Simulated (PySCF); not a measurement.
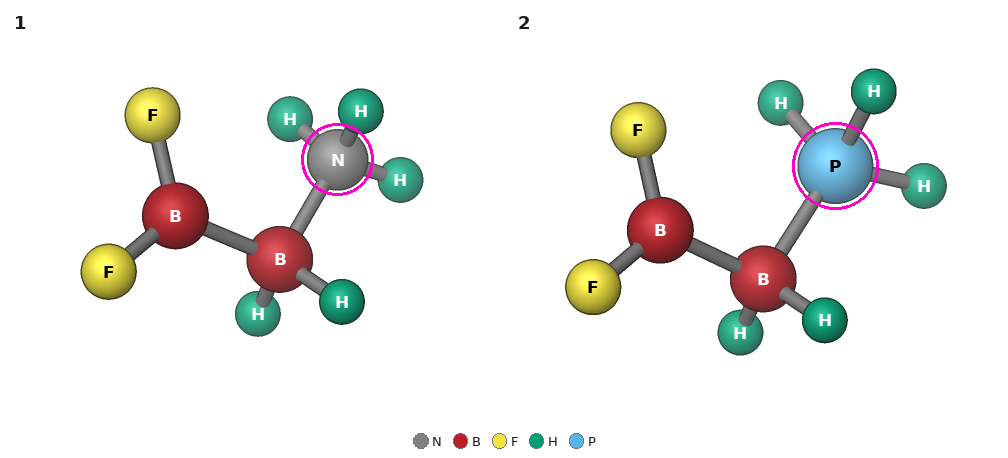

2 molecules with one skeleton, seen from the same side and at one scale; the atom that differs is circled. Each species is neutral and a spin singlet. Computed geometries: PBE0-D3(BJ)/def2-SVP optimisations, one conformation each. Properties computed with PySCF 2.14.0.

One atom differs, called X below: N in panel 1, P in panel 2. Their formulas are B2F2H5N (`[NH3+][BH2-]B(F)F`), B2F2H5P (`FB(F)[BH2-][PH3+]`).

In which is the length of X–B larger (PBE0-D3(BJ)/def2-SVP)?

In panel 2 (X = P).

In which is the mean static polarisability larger (PBE0/def2-SVPD)?

In panel 2 (X = P).

Give the values. With PBE0-D3(BJ)/def2-SVP: length of X–B (Å), mean length of X–H (Å), mean angle H–X–H (°). With PBE0/pcSseg-2: dipole moment (D), HOMO energy (Kohn–Sham orbital) (eV), HOMO–LUMO gap (eV), GIAO shielding of the B bonded to X (ppm). With PBE0/pcSseg-0: Hirshfeld charge of X (e). With PBE0/def2-SVPD: mean static polarisability (bohr³), lowest vertical singlet excitation (eV).

| quantity | 1 (N) | 2 (P) | 2 − 1 |
| --- | --- | --- | --- |
| length of X–B (Å) | 1.632 | 1.914 | +0.282 |
| mean length of X–H (Å) | 1.021 | 1.416 | +0.395 |
| mean angle H–X–H (°) | 107.5 | 100.2 | −7.3 |
| dipole moment (D) | 6.03 | 4.94 | −1.09 |
| HOMO energy (Kohn–Sham orbital) (eV) | −7.62 | −8.22 | −0.60 |
| HOMO–LUMO gap (eV) | 7.06 | 8.08 | +1.02 |
| GIAO shielding of the B bonded to X (ppm) | 128.6 | 155.6 | +27.0 |
| Hirshfeld charge of X (e) | −0.04 | 0.34 | +0.38 |
| mean static polarisability (bohr³) | 42.9 | 58.5 | +15.6 |
| lowest vertical singlet excitation (eV) | 6.03 | 6.94 | +0.91 |
